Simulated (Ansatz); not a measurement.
HNSi2 (SMILES [Si]#[N+][SiH]) (charge +1, doublet)

Input file:

```
crystal:
  periodic: [false, false, false]
  atoms:
    - {symbol: N, position_ang: [-1.657292, 3.568774, 0.758864]}
    - {symbol: Si, position_ang: [-2.344344, 5.040041, 0.709029]}
    - {symbol: Si, position_ang: [-0.982623, 2.081639, 0.680630]}
    - {symbol: H, position_ang: [-0.502936, 1.473844, 1.975177]}
basis:
  gaussian: {orbitals: def2-TZVPD}
hamiltonian: {xc: {name: PBE0}}
magnetization: {spin_polarized: true, initial_magnetization: 1}
output: {forces: true, orbitals: {seedname: orbitals}}
total_charge: 1
```

Run with:

```sh
ansatz run input.yaml --threads 1 --pin off --max-ram 2610MiB --events-out events.jsonl --progress --plain --runs-dir runs
```

Geometry: B3LYP/6-31G*.

The calculation used Ansatz, isolated molecule in a Gaussian basis; Kohn-Sham density functional theory, functional PBE0.

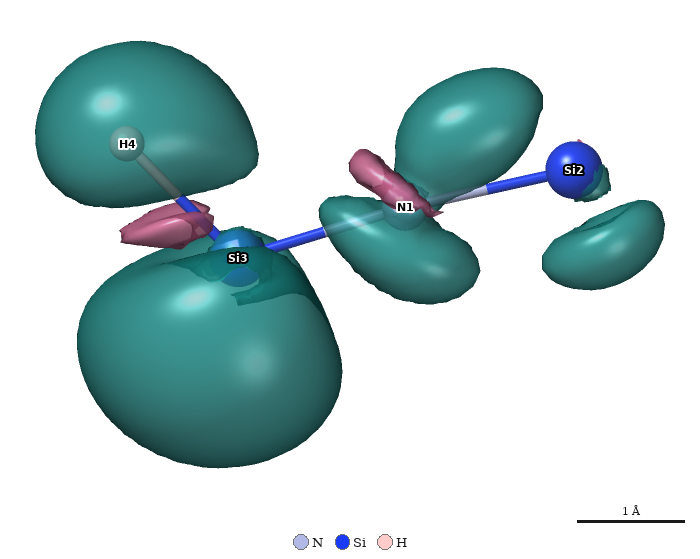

Figure 1. Isosurfaces of the spin density (α minus β) at +0.015 (teal) and −0.015 e/Å³ (pink), seen across its widest extent.

> Describe the spin distribution.

The unpaired spin (1 electron) lies mostly on Si3 (about 0.7), H4 (about 0.2) and N1 (about 0.1), in electrons by Hirshfeld's partition.

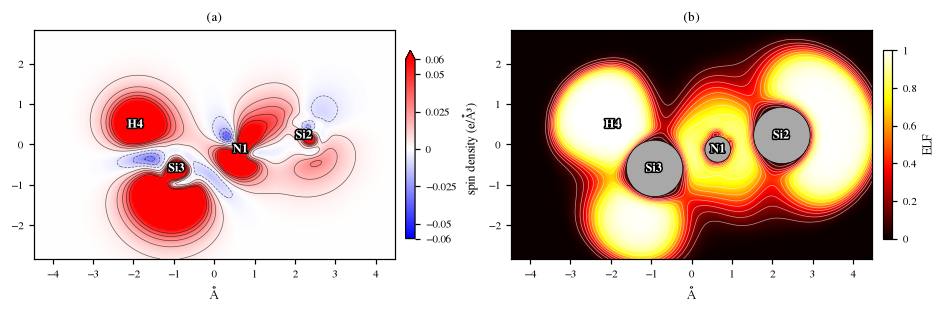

Figure 2. (a) spin density (α minus β); (b) ELF on the molecular plane. Grey discs cover the atomic cores in the ELF map.

> Describe what can be read from this map.

The section cuts through N, Si and H sites. Si–N (1.62 Å): the ELF peaks at about 0.85 between the atoms; a polar covalent bond. Si–H (1.51 Å): the ELF climbs to about 1 towards the hydrogen, as it does in any bond to H. The ELF also peaks beside Si3, Si2 and N1, away from the bonds: non-bonding electrons, paired or unpaired.

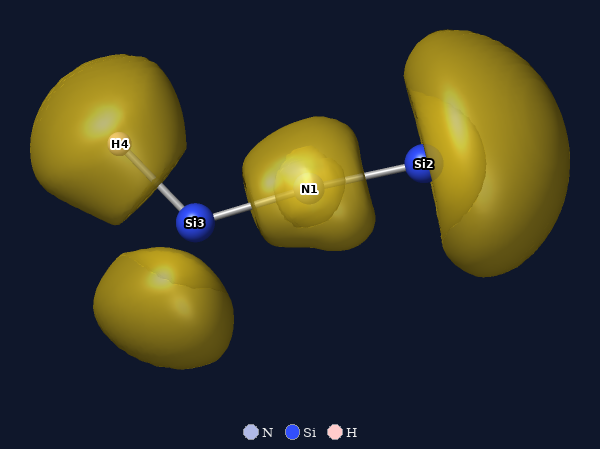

Figure 3. Isosurface of the ELF at 0.75 (yellow), seen across its widest extent. Core shells and regions of very low density are left out.

> Where are the electrons localised?

The ELF exceeds this value in one region around a hydrogen nucleus, one region on N in which the atom's valence shell and bonds are merged and two lobes on Si, pointing away from the bonds (non-bonding electrons).
